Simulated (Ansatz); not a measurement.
# BClFH3Si: rigid scan of one bond length from a Python script

How does the energy of BClFH3Si change as one bond is stretched? Wanted for BClFH3Si: a rigid scan of one bond length. SMILES: B[SiH](F)Cl.

All numbers are computed with the Python package of Ansatz 0.2.0. Level of theory: CAM-B3LYP/6-31G*.

### Step 1. The system

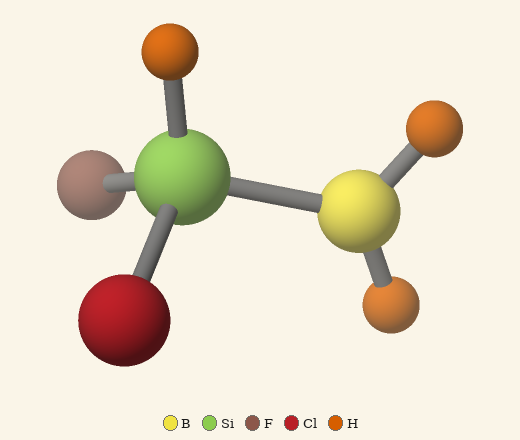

The structure that the script starts from, seen from a chosen angle (boron yellow, silicon green, fluorine brown, chlorine red, hydrogen orange).

The script holds or builds the structure itself.

### Step 2. Script

File scan.py:

```python
# -*- coding: utf-8 -*-
import ansatz as az
import matplotlib.pyplot as plt
import numpy as np


def main():
    geometry = (
        az.Crystal.molecule()
        .atom("B", [0.4286, 0.9084, 0.5989])
        .atom("Si", [-0.3681, -0.5744, -0.3528])
        .atom("F", [-0.8707, -0.0995, -1.9141])
        .atom("Cl", [1.1579, -2.0662, -0.4953])
        .atom("H", [-0.1124, 1.319, 1.5749])
        .atom("H", [1.33, 1.5215, 0.1532])
        .atom("H", [-1.5042, -1.0768, 0.3895])
    )

    symbols = [site.symbol for site in geometry.cartesian_sites]
    start = np.array([site.position_ang for site in geometry.cartesian_sites])
    axis = (start[4] - start[0]) / np.linalg.norm(start[4] - start[0])
    moving = [4]
    lengths, energies = [1.046, 1.094, 1.141, 1.189, 1.237, 1.284, 1.332, 1.403], []
    for length in lengths:
        xyz = start.copy()
        xyz[moving] += (length - np.linalg.norm(start[4] - start[0])) * axis
        point = az.Crystal.molecule()
        for symbol, place in zip(symbols, xyz):
            point = point.atom(symbol, place.tolist())
        model = (
            point.calculation()
            .basis(gaussian="6-31G*")
            .functional("cam_b3lyp")
            .accuracy("medium")
        )
        r = model.run(threads=1).report
        energies.append(r["free_energy_ev"])
        print(f"r = {length:6.3f} A  E = {energies[-1]:.5f} eV  <S^2> = {abs(r['mean_field']['state']['spin_squared']):.3f}")

    fit = np.polynomial.Polynomial.fit(lengths, np.array(energies) - min(energies), 4).convert()
    roots = [r.real for r in fit.deriv().roots() if abs(r.imag) < 1e-9 and fit.deriv(2)(r.real) > 0]
    r_e = min(roots, key=lambda r: abs(r - lengths[int(np.argmin(energies))]))
    print(f"minimum of the fit at {r_e:.4f} A, force constant {fit.deriv(2)(r_e):.2f} eV/A^2")
    plt.figure(figsize=(4.5, 3))
    plt.plot(lengths, np.array(energies) - min(energies), "o-")
    plt.xlabel("bond length (A)")
    plt.ylabel("E - E(min) (eV)")
    plt.tight_layout()
    plt.savefig("scan.png", dpi=100)


if __name__ == "__main__":
    main()
```

### Step 3. The calls as engine input

The engine receives this input (first run):

```yaml
crystal:
  periodic: [false, false, false]
  atoms:
    - { symbol: B, position_ang: [0.4286, 0.9084, 0.5989] }
    - { symbol: Si, position_ang: [-0.3681, -0.5744, -0.3528] }
    - { symbol: F, position_ang: [-0.8707, -0.0995, -1.9141] }
    - { symbol: Cl, position_ang: [1.1579, -2.0662, -0.4953] }
    - { symbol: H, position_ang: [-0.04731279369139209, 1.269601096284077, 1.4574783486927887] }
    - { symbol: H, position_ang: [1.33, 1.5215, 0.1532] }
    - { symbol: H, position_ang: [-1.5042, -1.0768, 0.3895] }
accuracy: medium
basis:
  gaussian:
    orbitals: "6-31G*"
hamiltonian:
  xc: cam_b3lyp
```

### Step 4. The run

Run with:

```console
$ python scan.py
```

Standard output:

```text
r =  1.046 A  E = -23841.74227 eV  <S^2> = 0.000
r =  1.094 A  E = -23841.94467 eV  <S^2> = 0.000
r =  1.141 A  E = -23842.05255 eV  <S^2> = 0.000
r =  1.189 A  E = -23842.08963 eV  <S^2> = 0.000
r =  1.237 A  E = -23842.06834 eV  <S^2> = 0.000
r =  1.284 A  E = -23842.00303 eV  <S^2> = 0.000
r =  1.332 A  E = -23841.90085 eV  <S^2> = 0.000
r =  1.403 A  E = -23841.70081 eV  <S^2> = 0.000
minimum of the fit at 1.1935 A, force constant 24.77 eV/A^2
```

Wall time 23 s (1 thread of Arm Neoverse V1, shared host); peak memory 0.25 GiB.

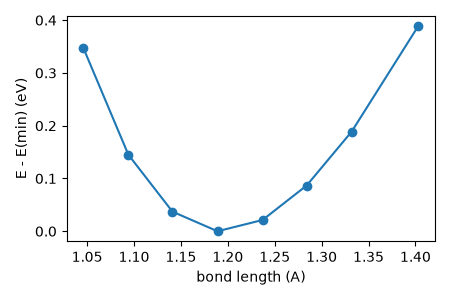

scan.png, as the script drew it.

### Step 5. Inputs of later runs

The engine's inputs for some of the other runs:

Run 2, against run 1:

```diff
@@ -8 +8 @@
-    - { symbol: H, position_ang: [-0.04731279369139209, 1.269601096284077, 1.4574783486927887] }
+    - { symbol: H, position_ang: [-0.06915200410935274, 1.2861762899950095, 1.4968777375429358] }
```

Run 5, against run 1:

```diff
@@ -8 +8 @@
-    - { symbol: H, position_ang: [-0.04731279369139209, 1.269601096284077, 1.4574783486927887] }
+    - { symbol: H, position_ang: [-0.13421465181286046, 1.3355565545921635, 1.6142550834923324] }
```

Run 6, against run 1:

```diff
@@ -8 +8 @@
-    - { symbol: H, position_ang: [-0.04731279369139209, 1.269601096284077, 1.4574783486927887] }
+    - { symbol: H, position_ang: [-0.15559887868044686, 1.351786431767452, 1.6528336517414346] }
```

### Step 6. What each run gave

The 8 runs, in the order started:

| run | distance (Å) | energy from run 4 (eV) | SCF cycles | CPU time (s) |
| --- | --- | --- | --- | --- |
| 1 | 1.05 | 0.3474 | 18 | 2.6 |
| 2 | 1.09 | 0.1450 | 18 | 2.6 |
| 3 | 1.14 | 0.0371 | 18 | 2.6 |
| 4 | 1.19 | 0.0000 | 18 | 2.7 |
| 5 | 1.24 | 0.0213 | 18 | 2.7 |
| 6 | 1.28 | 0.0866 | 18 | 2.6 |
| 7 | 1.33 | 0.1888 | 18 | 2.6 |
| 8 | 1.40 | 0.3888 | 17 | 2.6 |

### Step 7. What came out

| quantity | value |
| --- | --- |
| bond length at the fit's minimum | 1.1935 Å |
| runs compared | 8 |
| range of energy | 0.389 eV |
| lowest point, distance (Å) | 1.19 |

In words: The curve has its lowest point inside the range, at 1.19. The ends stand 0.347 and 0.389 eV above it. The distance scanned is the script's pair 0, 4. What to keep in mind:
- The rest of the molecule is held rigid at a force-field or estimated start geometry, and the basis set is modest; single-reference methods fail as a bond breaks.
- The orbitals are restricted, so S² is zero by construction.
